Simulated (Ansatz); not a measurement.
Input

```
crystal:
  lattice:
    - [0.0, 3.1407781627, 3.1407781627]
    - [3.1407781627, 0.0, 3.1407781627]
    - [3.1407781627, 3.1407781627, 0.0]
  atoms:
    - { symbol: Hf, position: [0.25, 0.25, 0.25], spin: 0.33 }
    - { symbol: V, position: [0.0, 0.0, 0.0], spin: 2.7 }
    - { symbol: O, position: [0.6249038288, 0.6249038288, 0.1252885137], spin: 0.52 }
    - { symbol: O, position: [0.6249038288, 0.1252885137, 0.6249038288], spin: 0.52 }
    - { symbol: O, position: [0.1252885137, 0.6249038288, 0.6249038288], spin: 0.52 }
    - { symbol: O, position: [0.6249038288, 0.6249038288, 0.6249038288], spin: 0.52 }
basis:
  ecutwfc: 420
kpoints:
  mp_grid: { grid: [10, 10, 10] }
  band_path:
    path:
      - [[0.0, 0.0, 0.0], [-0.5, -0.5, 0.0], [-0.375, -0.375, 0.25]]
      - [[-0.375, 0.0, 0.375], [0.0, 0.0, 0.0], [0.0, 0.0, 0.5], [-0.5, -0.25, 0.25], [-0.5, -0.5, 0.0]]
    npoints: 14
hamiltonian:
  xc: pbe
scf:
  occupations: { method: gaussian, width: 0.1 }
  n_extra_bands: 15
output:
  forces: true
  stress: true
  eigenvalues: true
  populations: true
  dos: { projected: true, de: 0.02, nscf_kmesh: { grid: [12, 12, 12] } }
  bader: true
  write_density: true
  write_potential: true
  elf: true
  volumetric_format: npy
magnetization:
  spin_polarized: true
checkpoint:
  read: start.run
  write: ck
  compress: false
  write_wavefunctions: false
  write_every: 100000
```

Command:

```sh
ansatz run input.yaml --threads 1 --pin off --max-ram 2560MiB --backend cpu --events-out ev --progress --plain --runs-dir out
```

Below, planes, directions and counts refer to the conventional cell (a = 6.28 Å, b = 6.28 Å, c = 6.28 Å, α = 90.00°, β = 90.00°, γ = 90.00°).

Space group F-43m; a structure generated by program, which may or may not match a known phase; spin-polarised.

All numbers below come from DFT PBE, scalar-relativistic, plane waves, PAW in Ansatz.

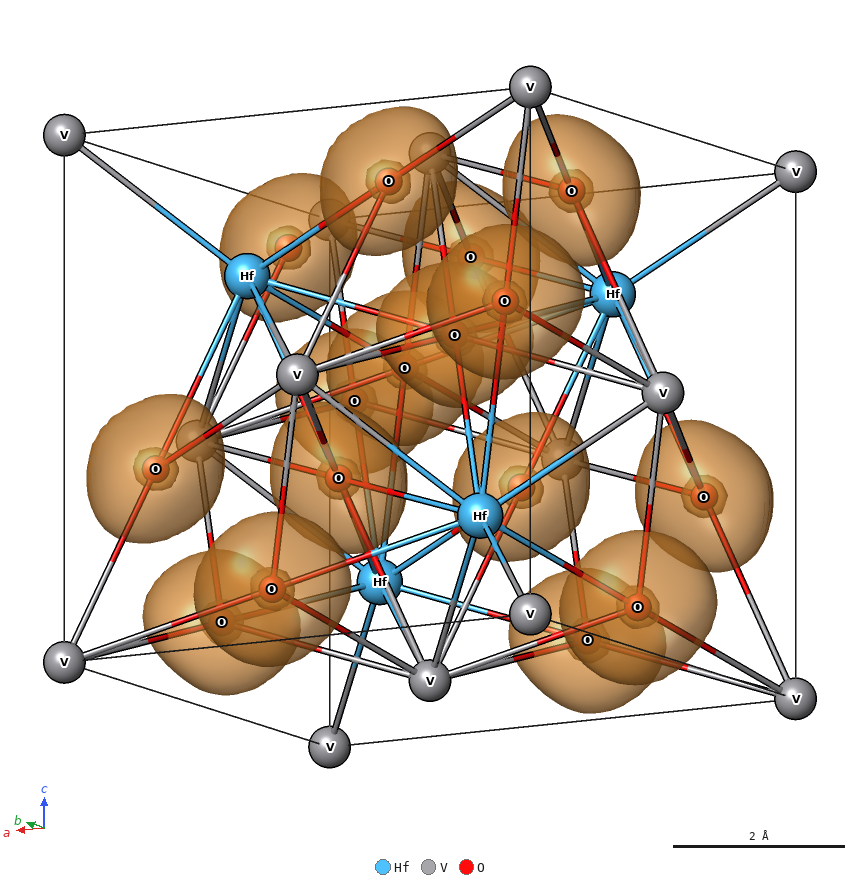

HfVO4. Isosurface of the electron localisation function at 0.6 (orange), seen at an oblique angle. Only the valence region is drawn (cores and ρ < 0.01 e/Å³ removed). Sticks mark near contacts.

Core electrons are frozen (PAW), and the valence fields are smoothed inside the atomic spheres.

> Where are the electrons localised?

At this value the surface marks out 16 regions wrapped around O (the valence shell of each), counted in one cell of 24 atoms. Any copies at cell faces, edges or corners count once. Profiles from the grid: Hf–O (2.60 Å): the ELF is about 0.10 at the midpoint (no localised pair shows between them). V–O (2.60 Å): the ELF is about 0.10 at the midpoint (no shared electron pair shows on this line).

> Which way does charge flow, and how much by Bader's partition?

Electrons move from Hf and V towards O. Bader charges: Hf +2.03, V +1.12 and O −0.79 e.
